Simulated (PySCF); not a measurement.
SMILES [NH2][Ga]([Br])[NH2] (H4BrGaN2), singlet, B3LYP/def2-SVP optimised geometry. Atoms within 1.6 Å of the plane z = 0.0 Å (x, y, z in Å): Ga1 (-0.17, -0.19, 0.00), Br2 (-1.24, -2.23, 0.17), N3 (-1.20, 1.30, 0.00), H4 (-2.21, 1.25, -0.08), H5 (-0.84, 2.23, -0.20), N6 (1.64, -0.19, 0.00), H7 (2.21, 0.63, -0.20), H8 (2.18, -1.05, -0.08).

Level of theory: B3LYP/def2-TZVP run with PySCF 2.14.0. Cells within 0.4 Å of a nucleus heavier than hydrogen are left out (blank, or x).

Map of the log10 of the electron density (e/bohr³), floored at −4 on the plane z = 0.0 Å:

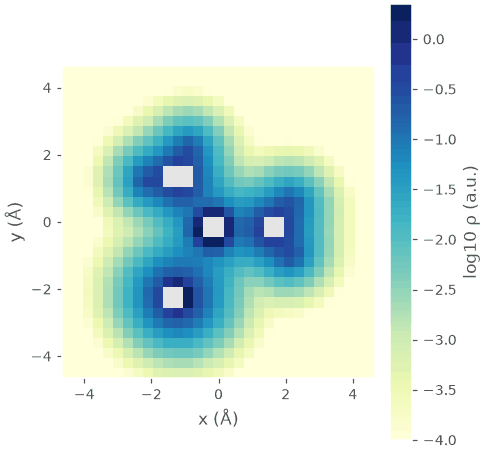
Figure. Log10 of the electron density (e/bohr³), floored at −4 on the plane z = 0.0 Å.
